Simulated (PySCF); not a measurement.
# C4H5Cl, SMILES `C=CC(=C)Cl`: electronic structure

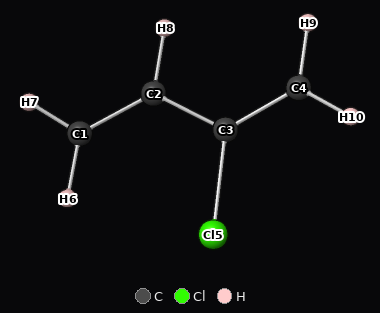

The molecule, with its atoms numbered as below. No frequency check shows the geometry to be a minimum.

Cartesian coordinates (Å):

```
C1       2.0544    0.4021    0.0000
C2       1.2141   -0.6249    0.0000
C3      -0.2342   -0.5328    0.0000
C4      -1.0475   -1.5851    0.0000
Cl5     -0.9157    1.0632    0.0000
H6       1.7057    1.4209    0.0000
H7       3.1203    0.2560    0.0000
H8       1.5873   -1.6404    0.0000
H9      -0.6492   -2.5844    0.0000
H10     -2.1175   -1.4822    0.0000
```

## 1. In an electric field

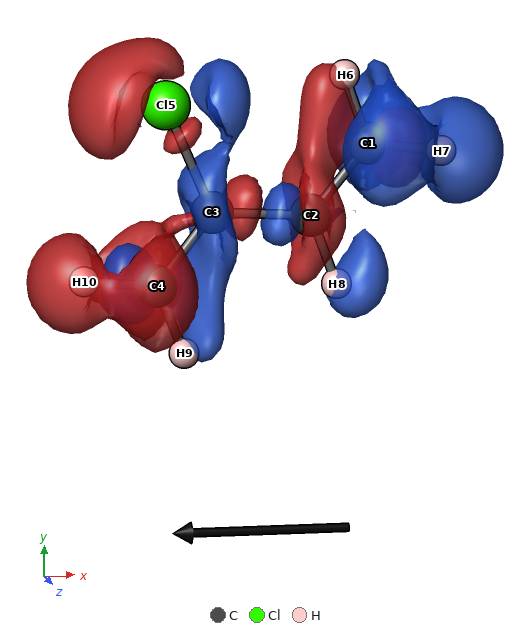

Change of the electron density in a uniform field of 0.51 V/Å along −x (arrow), surfaces at ±0.005 e/Å³ (blue: gain, red: loss).

Level of theory: PBE/def2-TZVP (PySCF), at a geometry from GFN2-xTB. A basis without diffuse functions makes polarisabilities too small.

The field was applied in both directions; the picture shows the one opposite to the script's first.

**What dipole is induced, and what polarisability does it imply?**

The induced dipole is 2.06 D (+2.03 D along the field); α along this axis, from the fields in both directions, is 80 bohr³ (11.8 Å³).

## 2. Removing or adding an electron

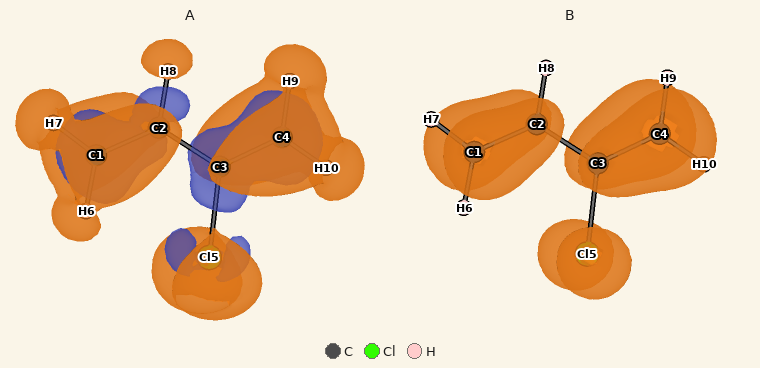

The Fukui function f⁻ from two separate SCF calculations and the density of the HOMO, at ±0.015 e/Å³ (orange positive, blue negative).

PySCF calculation, BP86/def2-SVPD, gas phase; geometry: GFN2-xTB.

**Which panel is which, and how good is the frozen-orbital picture?**

A is f⁻ (it has negative regions), B the HOMO density. The HOMO lies on C4 (31 %), C1 (20 %) and C3 (15 %); f⁻ (Hirshfeld-condensed) is largest on Cl5 (0.21), C4 (0.19) and C1 (0.16); the vertical ionisation energy is 9.07 eV (the stability of the cation's solution wasn't checked). Relaxation shifts 26 % of the electron between atoms. The orbital energy is −6.18 eV.

## 3. Localised orbitals

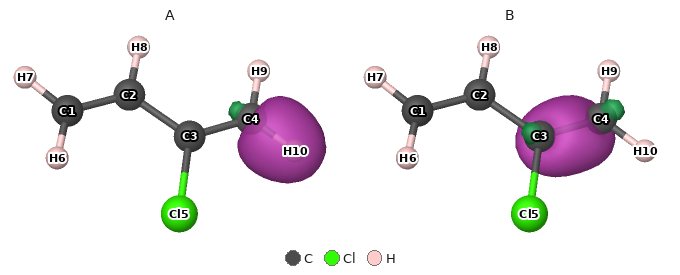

Foster–Boys orbitals, occupied; each surface holds about 70 % of the orbital's density. Energies are diagonal elements of the Fock matrix.

Level of theory: PBE/def2-SVP (PySCF), at a geometry from GFN2-xTB.

**Identify each orbital.**

By panel:
- A: σ bond C4–H10 (C4 56 %, H10 43 %; −12.3 eV)
- B: bent (banana) bond C3–C4 (C3 49 %, C4 49 %; −11.7 eV)
